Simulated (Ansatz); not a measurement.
```xyz
16

Al   -0.1344   -0.5982   -0.5574
C     1.6927   -1.1839    0.0250
C     2.0777   -0.6651    1.4243
H     2.4773   -0.8665   -0.6800
H     1.7457   -2.2848    0.0252
H     3.0955   -0.9518    1.6919
H     2.0121    0.4226    1.4632
H     1.4022   -1.0647    2.1808
C    -1.0056    1.1895   -0.2971
C    -2.4272    1.0652   -0.8756
H    -0.4858    2.0155   -0.8042
H    -1.0738    1.5057    0.7542
H    -2.9832    1.9998   -0.7950
H    -2.3860    0.7794   -1.9281
H    -2.9840    0.2879   -0.3503
H    -1.0231   -1.6505   -1.2769
```

Geometry: GFN2-xTB.

The calculation used Ansatz 0.2.0, isolated molecule in a Gaussian basis; Hartree-Fock.

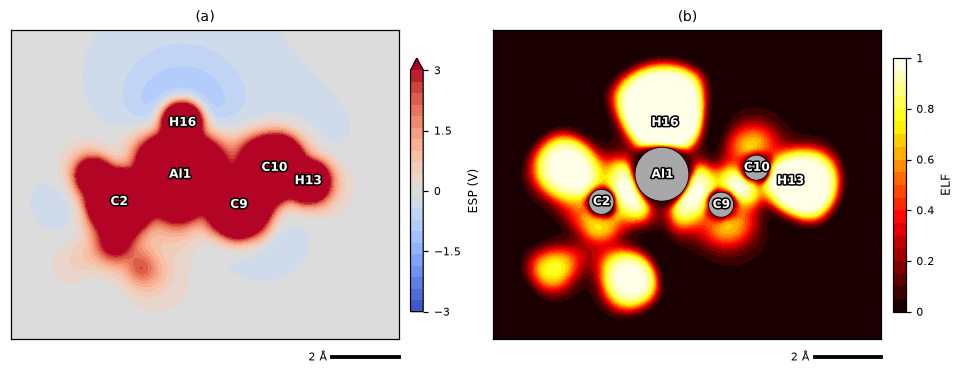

C$_{4}$H$_{11}$Al. (a) molecular electrostatic potential; (b) ELF on the plane of atoms C9, Al1 and H16. Grey discs cover the atomic cores in the ELF map.

> Read the bonding off the picture.

- The section cuts through Al, C and H sites.
- C–C (1.54 Å): the ELF peaks at about 1 between the atoms, as expected for a shared electron pair.
- C–Al (2.01 Å): the ELF peaks at about 1 between the atoms (a polar covalent bond).
- C–H (1.09 Å): the ELF climbs to about 1 towards the hydrogen, as it does in any bond to H (an ordinary covalent bond to hydrogen).
- Al–H (1.55 Å): the ELF climbs to about 1 towards the hydrogen.
- Outside the dense part of the molecule the potential is most negative (−0.9 V) near H16.
